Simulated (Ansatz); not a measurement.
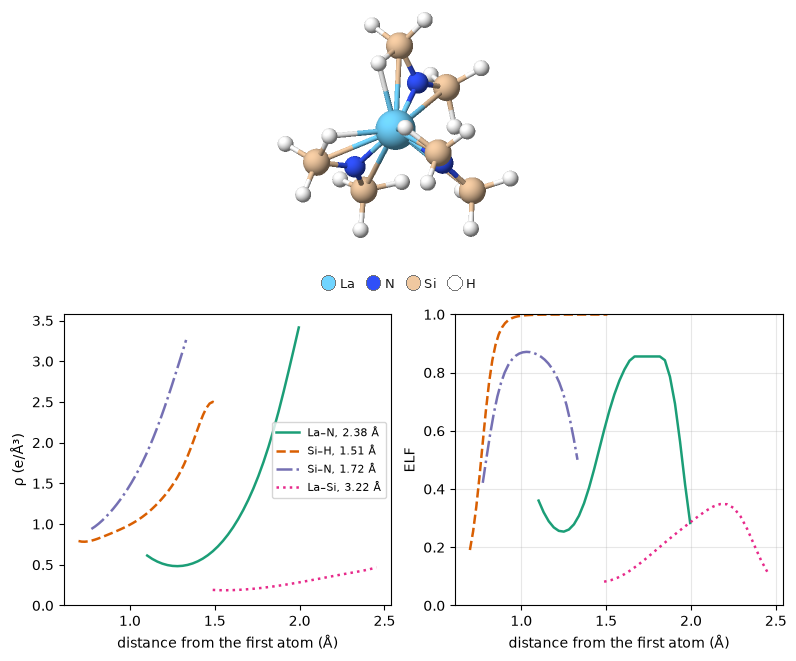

Figure 1: H$_{18}$LaN$_{3}$Si$_{6}$. Electron density and ELF along straight lines between neighbouring atoms. The curves leave out the atomic cores. The structure is drawn too.

Geometry: PBE-D4/def2-SVP; core potentials replace the inner electrons of La; not at a stationary point (largest force 0.6 eV/Å).

Computed with RKS PBE0-D4/def2-TZVP (Ansatz).

Input file:

```
crystal:
  periodic: [false, false, false]
  atoms:
    - {symbol: La, position_ang: [-0.007897, -0.000008, 0.721904]}
    - {symbol: N, position_ang: [2.275589, -0.006678, 0.043519]}
    - {symbol: Si, position_ang: [3.101663, 0.133330, 1.543594]}
    - {symbol: Si, position_ang: [2.863207, -0.161251, -1.589676]}
    - {symbol: H, position_ang: [3.941820, -1.037907, 1.984428]}
    - {symbol: H, position_ang: [1.901665, 0.171456, 2.534251]}
    - {symbol: H, position_ang: [3.867334, 1.405762, 1.802589]}
    - {symbol: H, position_ang: [3.629201, 1.051446, -2.061175]}
    - {symbol: H, position_ang: [1.656834, -0.323920, -2.485011]}
    - {symbol: H, position_ang: [3.753455, -1.365250, -1.784694]}
    - {symbol: N, position_ang: [-1.129953, 1.969449, -0.011638]}
    - {symbol: Si, position_ang: [-1.656982, 2.658788, 1.470533]}
    - {symbol: Si, position_ang: [-1.265111, 2.518455, -1.660187]}
    - {symbol: H, position_ang: [-1.047454, 3.975168, 1.879698]}
    - {symbol: H, position_ang: [-1.102370, 1.619472, 2.488104]}
    - {symbol: H, position_ang: [-3.140866, 2.708033, 1.729422]}
    - {symbol: H, position_ang: [-2.693648, 2.605053, -2.141605]}
    - {symbol: H, position_ang: [-0.544202, 1.511336, -2.527088]}
    - {symbol: H, position_ang: [-0.626675, 3.868377, -1.886122]}
    - {symbol: N, position_ang: [-1.149176, -1.977431, 0.040814]}
    - {symbol: Si, position_ang: [-1.524327, -2.429859, -1.599244]}
    - {symbol: Si, position_ang: [-1.515807, -2.722883, 1.544857]}
    - {symbol: H, position_ang: [-0.859597, -3.715418, -2.026596]}
    - {symbol: H, position_ang: [-1.014329, -1.325113, -2.494995]}
    - {symbol: H, position_ang: [-3.006550, -2.580873, -1.845292]}
    - {symbol: H, position_ang: [-2.969416, -2.827506, 1.930421]}
    - {symbol: H, position_ang: [-0.903003, -1.693044, 2.537339]}
    - {symbol: H, position_ang: [-0.833419, -4.029003, 1.861842]}
basis:
  gaussian: {orbitals: def2-TZVP, initial_orbitals: start.molden}
hamiltonian: {xc: pbe0, dispersion: d4}
scf: {omitted_lower_state_checks: [starts]}
output: {forces: true, orbitals: {seedname: orbitals}}
```

Launched as:

```sh
ansatz run in.yaml --threads 4 --pin off --events-out ev --progress --plain --max-ram 6963MiB
```

Question: Compare the contacts.

Answer: La–N (2.38 Å): ρ at the midpoint is about 0.51 e/Å³; the ELF peaks at about 0.85 in the valence shell of N, 0.7 Å from its nucleus, and drops to about 0.25 between the two atoms; a largely ionic contact.
Si–H (1.51 Å): ρ is about 0.79 e/Å³ halfway; the ELF climbs to about 1 towards the hydrogen, as it does in any bond to H.
Si–N (1.72 Å): the density is about 1.1 e/Å³ at the midpoint; the ELF peaks at about 0.85 between the atoms (a polar covalent bond).
La–Si (3.22 Å): ρ at the midpoint is about 0.19 e/Å³; the ELF is about 0.10 at the midpoint.
